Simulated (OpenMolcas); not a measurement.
**A workflow on BSiH5 (boranylsilane)**

We compute a single-point energy (HF/ANO-R0), then the energy (CASSCF(2,2)/ANO-R1), then an energy scan (CASPT2(2,2)/ANO-R1), then an energy scan (SC-NEVPT2(2,2)/ANO-R1), then the energy along one coordinate (MC-PDFT[tPBE](2,2)/ANO-R1) of BSiH5 (boranylsilane). 

The calculation is run with OpenMolcas 26.06.

### 1 The molecule

BSiH5 has 7 atoms, charge 0, and is taken as a singlet. As SMILES, `B[SiH3]`. Geometry: relaxed at PBE0-D4/def2-TZVP.

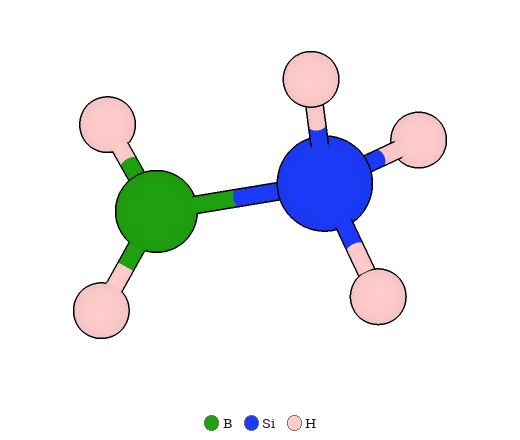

Viewed from a chosen angle; boron green, silicon blue, hydrogen pink.

### 2 A single-point energy at HF/ANO-R0 (sfX2C) (run 1)

File input.xyz:

```xyz
7

B     -0.043200    -1.189000     0.204300
Si     0.089100     0.785300    -0.148500
H     -1.126000    -1.690600     0.290100
H      0.906400    -1.902500     0.335400
H     -0.616000     1.093400    -1.427200
H     -0.623600     1.516700     0.939600
H      1.474500     1.318800    -0.239500
```

File step1.inp:

```
>>> EXPORT MOLCAS_PRINT=2

&GATEWAY
  Coord
  input.xyz
  Basis
  ANO-R0
  Group
  NoSym

&SEWARD

&SCF
  PrOrbitals
  0

&LOCALISATION
  Occupied
  Freeze
  Pipek-Mezey

&LOCALISATION
  FileOrb
  $Project.LocOrb
  Virtual
  Pipek-Mezey
```

Command:

```
$ export MOLCAS_MEM=1860
$ pymolcas step1.inp > step1.log
```

What it wrote:

```text
--- Start Module: gateway ---
[...]
--- Stop Module: gateway /rc=_RC_ALL_IS_WELL_ ---
[...]
      Basis functions           19
[...]
       Convergence after   9 Iterations
[...]
::    Total SCF energy                               -316.5853250711
[...]
      Total spin, S                                     0.0000000000
[...]
      Total electronic charge=   24.000000
      Total            charge=   -0.000000
[...]
      Dipole Moment (debye):
      Origin of the operator (angstrom)=    0.0462    0.2094   -0.0456
                   X=  4.4425E-02               Y= -8.1308E-01               Z=  1.4563E-01           Total=  8.2721E-01
      Quadrupole Moment (debye*angstrom):
[...]
--- Start Module: localisation ---
[...]
--- Stop Module: localisation /rc=_RC_ALL_IS_WELL_ ---
--- Start Module: localisation ---
[...]
--- Stop Module: localisation /rc=_RC_ALL_IS_WELL_ ---
[...]
```

Run time: 3.9 s. Hardware: 1 thread of Intel Xeon Platinum 8259CL at 2.50GHz (Skylake/Cascade Lake), shared host; peak memory 0.38 GiB.

### 3 A single-point energy at CASSCF(2,2)/ANO-R1 (sfX2C) (run 2)

input.xyz is that of step 2.

File step2.inp:

```
&GATEWAY
 Coord
 input.xyz
 Basis
 ANO-R0
 Group
 NoSym

&SEWARD

&RASSCF
 FileOrb
 $CurrDir/step1.LocOrb
 Alter
 1
 1 13 16
 Spin
 1
 Nactel
 2 0 0
 Inactive
 11
 Ras2
 2
 OrbListing
 Nothing
>>> COPY $Project.RunFile RUNFIL1
>>> COPY $Project.RasOrb INPORB

&GATEWAY
 Coord
 input.xyz
 Basis
 ANO-R1
 Group
 NoSym

&SEWARD
>>> COPY $Project.RunFile RUNFIL2

&EXPBAS

&RASSCF
 FileOrb
 $Project.ExpOrb
 Spin
 1
 Nactel
 2 0 0
 Inactive
 11
 Ras2
 2
 OrbListing
 Nothing
 OrbAppear
 Compact
```

Command:

```
$ export MOLCAS_MEM=1860
$ pymolcas step2.inp > step2.log
```

What it wrote:

```text
--- Start Module: gateway ---
[...]
--- Stop Module: gateway /rc=_RC_ALL_IS_WELL_ ---
[...]
      Basis functions           19
[...]
      Number of active orbitals                  2
[...]
      Spin quantum number                      0.0
[...]
      Active orbitals                            2
[...]
      Number of CSFs                             3
[...]
      Number of root(s) required                 1
[...]
      Convergence after 11 iterations
[...]
      printout of CI-coefficients larger than  0.05 for root  1
      energy=    -316.594346
      conf/sym  11     Coeff  Weight
             1  20   0.99543 0.99089
             3  02  -0.09545 0.00911
      Natural orbitals and occupation numbers for root  1
      sym 1:   1.981780   0.018220
      ************************************************************************************************************************
      *                                                    Final results                                                     *
[...]
::    RASSCF root number  1 Total energy:   -316.59434561
[...]
      Basis functions           57
[...]
--- Start Module: expbas ---
[...]
--- Stop Module: expbas /rc=_RC_ALL_IS_WELL_ ---
--- Start Module: rasscf ---
[...]
      Convergence after 16 iterations
[...]
      Natural orbitals and occupation numbers for root  1
      sym 1:   1.984930   0.015070
      ************************************************************************************************************************
      *                                                    Final results                                                     *
[...]
::    RASSCF root number  1 Total energy:   -317.11715052
[...]
      Total electronic charge=   24.000000
      Total            charge=   -0.000000
[...]
      Dipole Moment (debye):
      Origin of the operator (angstrom)=    0.0462    0.2094   -0.0456
                   X=  5.4323E-02               Y= -5.5852E-01               Z=  1.0030E-01           Total=  5.7005E-01
      Quadrupole Moment (debye*angstrom):
[...]
--- Stop Module: rasscf /rc=_RC_ALL_IS_WELL_ ---
[...]
```

It took 12 s on 1 thread of Intel Xeon Platinum 8259CL at 2.50GHz (Skylake/Cascade Lake), shared host; peak memory 0.4 GiB.

### 4 The energy along one coordinate at CASPT2(2,2)/ANO-R1 (sfX2C, ipea shift 0.25 Eh, pt2 variant SS) (run 3)

File step3.input:

```
* BH5Si CASPT2
>>> EXPORT MOLCAS_PRINT=2
>>> COPY $CurrDir/step2.RasOrb $Project.RasOrb
>>> ForEach K in (1, 2, 3, 4, 5, 6, 7, 8, 9)

&GATEWAY
 COORD
 $CurrDir/point$K.xyz
 BASIS
 ANO-R1
 GROUP
 NoSym

&SEWARD

&RASSCF
 FILEORB
 $Project.RasOrb
 SPIN
 1
 NACTEL
 2 0 0
 INACTIVE
 11
 RAS2
 2
 ORBLISTING
 Nothing
 ORBAPPEAR
 Compact

&CASPT2
 IMAGINARY
 0.2
 FROZEN
 6
>>> EndDo
```

Command:

```
$ export MOLCAS_MEM=1860
$ pymolcas step3.input > step3.log
```

What it wrote (excerpt; [...] marks lines left out):

```text
[...]
      Basis functions           57
[...]
      Number of active orbitals                  2
[...]
      Spin quantum number                      0.0
[...]
      Active orbitals                            2
[...]
      Number of CSFs                             3
[...]
      Number of root(s) required                 1
[...]
      Convergence after 16 iterations
[...]
      Natural orbitals and occupation numbers for root  1
      sym 1:   1.990383   0.009617
      ************************************************************************************************************************
      *                                                    Final results                                                     *
[...]
::    RASSCF root number  1 Total energy:   -317.09583975
[...]
      E2 (Variational):          -0.1832040308
[...]
::    CASPT2 Root  1     Total energy:   -317.27904378
[...]
      Convergence after 13 iterations
[...]
      Natural orbitals and occupation numbers for root  1
      sym 1:   1.984928   0.015072
      ************************************************************************************************************************
      *                                                    Final results                                                     *
[...]
      Convergence after 10 iterations
[...]
      Natural orbitals and occupation numbers for root  1
      sym 1:   1.714044   0.285956
      ************************************************************************************************************************
      *                                                    Final results                                                     *
[...]
      Convergence after  9 iterations
[...]
      Natural orbitals and occupation numbers for root  1
      sym 1:   1.438520   0.561480
      ************************************************************************************************************************
      *                                                    Final results                                                     *
[...]
      Convergence after  8 iterations
[...]
::    RASSCF root number  1 Total energy:   -317.00012103
[...]
::    CASPT2 Root  1     Total energy:   -317.16429780
[...]
      Convergence after  7 iterations
[...]
::    RASSCF root number  1 Total energy:   -316.99911668
[...]
      E2 (Variational):          -0.1637711636
[...]
::    CASPT2 Root  1     Total energy:   -317.16288785
[...]
```

Run time: 68 s. Hardware: 1 thread of Intel Xeon Platinum 8259CL at 2.50GHz (Skylake/Cascade Lake), shared host; peak memory 0.4 GiB.

The scan, from its lowest point:

| Si2–B1 (Å) | energy (kJ/mol) |
| --- | --- |
| 1.809 | 46.4 |
| 2.010 | 0.0 |
| 2.211 | 13.9 |
| 2.512 | 79.1 |
| 2.914 | 178.8 |
| 3.417 | 272.4 |
| 4.020 | 327.6 |
| 4.824 | 347.7 |
| 6.030 | 351.4 |

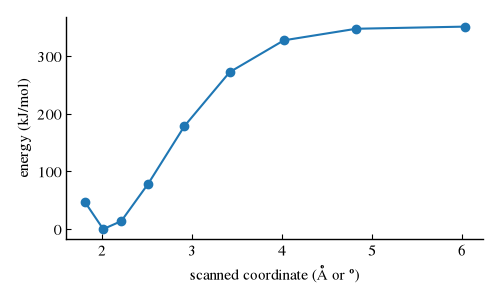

Energy along the scan.

### 5 The energy along one coordinate at SC-NEVPT2(2,2)/ANO-R1 (sfX2C, pt2 variant SC-NEVPT2) (run 4)

File step4.input:

```
>>> COPY $CurrDir/step2.RasOrb $Project.RasOrb
>>> ForEach K in (1, 2, 3, 4, 5, 6, 7, 8, 9)

&GATEWAY
  COORD=$CurrDir/point$K.xyz
  BASIS=ANO-R1
  GROUP=NoSym

&SEWARD

&RASSCF
  FILEORB=$Project.RasOrb
  SPIN=1
  NACTEL=2 0 0
  INACTIVE=11
  RAS2=2
  ORBLISTING=Nothing
  ORBAPPEAR=Compact

&CASPT2
  SC-NEVPT2
  FROZEN=6
>>> EndDo
```

Command:

```
$ export MOLCAS_MEM=1860
$ pymolcas step4.input > step4.log
```

What it wrote (excerpt; [...] marks lines left out):

```text
[...]
      Basis functions           57
[...]
      Number of active orbitals                  2
[...]
      Spin quantum number                      0.0
[...]
      Active orbitals                            2
[...]
      Number of CSFs                             3
[...]
      Number of root(s) required                 1
[...]
      Convergence after 16 iterations
[...]
      Natural orbitals and occupation numbers for root  1
      sym 1:   1.990383   0.009617
      ************************************************************************************************************************
      *                                                    Final results                                                     *
[...]
::    RASSCF root number  1 Total energy:   -317.09583975
[...]
      E2 (Variational):          -0.1797938687
[...]
::    SC-NEVPT2 Root  1     Total energy:   -317.27559251
[...]
      Convergence after 13 iterations
[...]
      Natural orbitals and occupation numbers for root  1
      sym 1:   1.984928   0.015072
      ************************************************************************************************************************
      *                                                    Final results                                                     *
[...]
      Convergence after 10 iterations
[...]
      Natural orbitals and occupation numbers for root  1
      sym 1:   1.714044   0.285956
      ************************************************************************************************************************
      *                                                    Final results                                                     *
[...]
      Convergence after  9 iterations
[...]
      Natural orbitals and occupation numbers for root  1
      sym 1:   1.438520   0.561480
      ************************************************************************************************************************
      *                                                    Final results                                                     *
[...]
      Convergence after  8 iterations
[...]
::    RASSCF root number  1 Total energy:   -317.00012103
[...]
::    SC-NEVPT2 Root  1     Total energy:   -317.16246966
[...]
      Convergence after  7 iterations
[...]
::    RASSCF root number  1 Total energy:   -316.99911668
[...]
      E2 (Variational):          -0.1620205744
[...]
::    SC-NEVPT2 Root  1     Total energy:   -317.16113726
[...]
```

Run time: 68 s. Hardware: 1 thread of Intel Xeon Platinum 8259CL at 2.50GHz (Skylake/Cascade Lake), shared host; peak memory 0.4 GiB.

The scan, from its lowest point:

| Si2–B1 (Å) | energy (kJ/mol) |
| --- | --- |
| 1.809 | 47.6 |
| 2.010 | 0.0 |
| 2.211 | 12.6 |
| 2.512 | 76.4 |
| 2.914 | 175.7 |
| 3.417 | 270.0 |
| 4.020 | 325.2 |
| 4.824 | 344.6 |
| 6.030 | 348.1 |

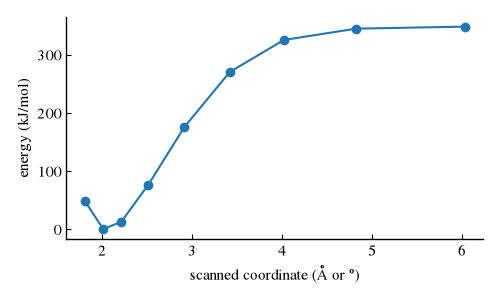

Energy along the scan.

### 6 An energy scan at MC-PDFT[tPBE](2,2)/ANO-R1 (sfX2C) (run 5)

File step5.inp:

```
>>> COPY $CurrDir/step2.RasOrb $Project.RasOrb
>>> ForEach K in (1, 2, 3, 4, 5, 6, 7, 8, 9)
&GATEWAY
Coord
$CurrDir/point$K.xyz
Basis
ANO-R1
Group
NoSym
&SEWARD
&RASSCF
FileOrb
$Project.RasOrb
Spin
1
Nactel
2 0 0
Inactive
11
Ras2
2
OrbListing
Nothing
OrbAppear
Compact
&MCPDFT
KSDFT
T:PBE
>>> EndDo
```

Command:

```
$ export MOLCAS_MEM=1860
$ pymolcas step5.inp > step5.log
```

What it wrote (excerpt; [...] marks lines left out):

```text
--- Start Module: gateway ---
[...]
      Basis functions           57
[...]
      Number of active orbitals                  2
[...]
      Spin quantum number                      0.0
[...]
      Active orbitals                            2
[...]
      Number of CSFs                             3
[...]
      Number of root(s) required                 1
[...]
      Convergence after 16 iterations
[...]
      Natural orbitals and occupation numbers for root  1
      sym 1:   1.990383   0.009617
      ************************************************************************************************************************
      *                                                    Final results                                                     *
[...]
::    RASSCF root number  1 Total energy:   -317.09583975
[...]
::    MCPDFT root number  1 Total energy:   -317.67807907
[...]
      Convergence after 13 iterations
[...]
      Natural orbitals and occupation numbers for root  1
      sym 1:   1.984928   0.015072
      ************************************************************************************************************************
      *                                                    Final results                                                     *
[...]
      Convergence after 10 iterations
[...]
      Natural orbitals and occupation numbers for root  1
      sym 1:   1.714044   0.285956
      ************************************************************************************************************************
      *                                                    Final results                                                     *
[...]
      Convergence after  9 iterations
[...]
      Natural orbitals and occupation numbers for root  1
      sym 1:   1.438520   0.561480
      ************************************************************************************************************************
      *                                                    Final results                                                     *
[...]
      Convergence after  8 iterations
[...]
::    RASSCF root number  1 Total energy:   -317.00012103
[...]
::    MCPDFT root number  1 Total energy:   -317.54868483
[...]
      Convergence after  7 iterations
[...]
::    RASSCF root number  1 Total energy:   -316.99911668
[...]
      Total electronic charge=   24.000000
      Total            charge=   -0.000000
[...]
::    MCPDFT root number  1 Total energy:   -317.54766169
[...]
```

Wall time 75 s (1 thread of Intel Xeon Platinum 8259CL at 2.50GHz (Skylake/Cascade Lake), shared host); peak memory 0.4 GiB.

The scan, from its lowest point:

| Si2–B1 (Å) | energy (kJ/mol) |
| --- | --- |
| 1.809 | 39.5 |
| 2.010 | 0.0 |
| 2.211 | 16.8 |
| 2.512 | 83.7 |
| 2.914 | 187.4 |
| 3.417 | 291.1 |
| 4.020 | 356.5 |
| 4.824 | 379.2 |
| 6.030 | 381.9 |

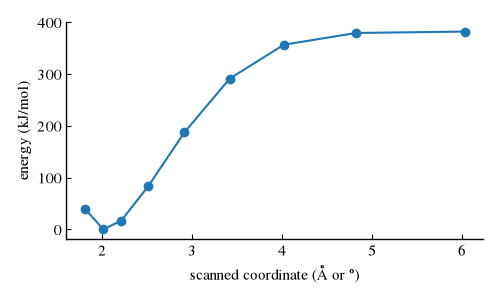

Energy along the scan.

### 7 Summary of results

```
                                                   quantity          value
                             run 1, HF/ANO-R0: total energy  -316.58533 Eh
                            run 1, HF/ANO-R0: dipole moment         0.83 D
                              run 1, HF/ANO-R0: HOMO energy      -13.47 eV
                              run 1, HF/ANO-R0: LUMO energy       -0.52 eV
                            run 1, HF/ANO-R0: HOMO–LUMO gap       12.95 eV
                    run 2, CASSCF(2,2)/ANO-R1: total energy  -317.11715 Eh
  run 2, CASSCF(2,2)/ANO-R1: dipole moment (CASSCF density)         0.57 D
       run 3, CASPT2(2,2)/ANO-R1: lowest energy of the scan  -317.29671 Eh
    run 4, SC-NEVPT2(2,2)/ANO-R1: lowest energy of the scan  -317.29373 Eh
run 5, MC-PDFT[tPBE](2,2)/ANO-R1: lowest energy of the scan  -317.69312 Eh
```
